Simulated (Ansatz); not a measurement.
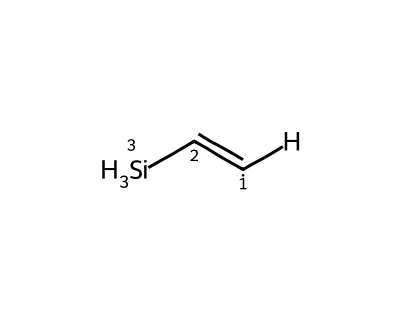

A structural formula, with wedges where it has stereocentres; small numbers name the atoms. The configuration is that of a computed structure (PBE0-D4/def2-TZVP).

Assign CIP descriptors.

C1=C2: E.

Give a SMILES with the stereochemistry.

[H]/[C]=C/[SiH3]
